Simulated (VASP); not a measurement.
Band structure of LaB (relaxed from the CsCl type structure, space group Pm-3m). Method: PBE GGA, VASP's PBE PAW potentials (set 64) (plane waves; VASP 6.6.1).

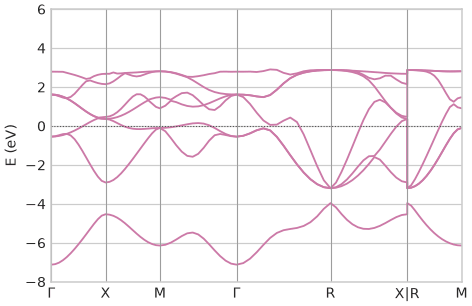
Figure: Bands along high-symmetry lines, zero at the valence-band maximum or, without a gap, the Fermi level

Problem. Read the plot: is there a gap, and where are the band edges?

Solution. It has no gap at this level: it comes out as a metal or semimetal. (Edges off the drawn lines would not show.)

The structure was generated: LaB was put into the CsCl type type (Pm-3m), which need not be its known phase. It was relaxed first, which changed the volume by -27 %.
